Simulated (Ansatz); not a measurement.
**What Se → Ir does to Se**

Consider Se (space group P3_121, No. 152; a = 4.039 Å, c = 5.121 Å; made of chains).

It is then changed as follows: Ir takes the place of Se on all its sites; the structure is relaxed again.

The values are results of Ansatz (a first-principles code), PBEsol, PAW, cutoff 420 eV, spin-orbit coupling left out, not measurements. Settings: 18×18×18 k-points, 0.05 eV Fermi–Dirac smearing, for the changed cell.

```json
{
 "density": "19.47 g/cm³ (base 5.44 g/cm³)",
 "space_group": "Pm-3m (No. 221) (base P3_121 (No. 152))",
 "shortest_interatomic_distance": "2.541 Å (base 2.437 Å)",
 "band_gap": "zero (base 0.39 eV)"
}
```

Final structure:

```yaml
crystal:
  lattice:
    - [2.54053, 0.00000, 0.00000]
    - [0.00000, 2.54053, 0.00000]
    - [0.00000, 0.00000, 2.54053]
  atoms:
    - { symbol: Ir, position: [0.50000, 0.50000, 0.50000] }
```

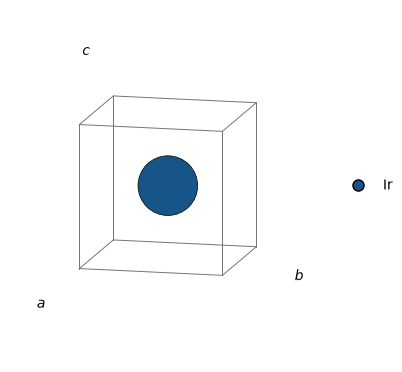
Figure: The relaxed conventional cell after the change

Cost of the whole job for the changed cell (relaxation, final SCF and bands): about 3.0 core-minutes (a rough figure).

No phonon test of stability was made. As relaxed here, Ir is a hypothetical phase, not in the database extracts checked. All final runs are without spin polarisation. No dispersion term is included in the PBEsol runs. Ir has a high density of states at the Fermi level and may be magnetic at this level.
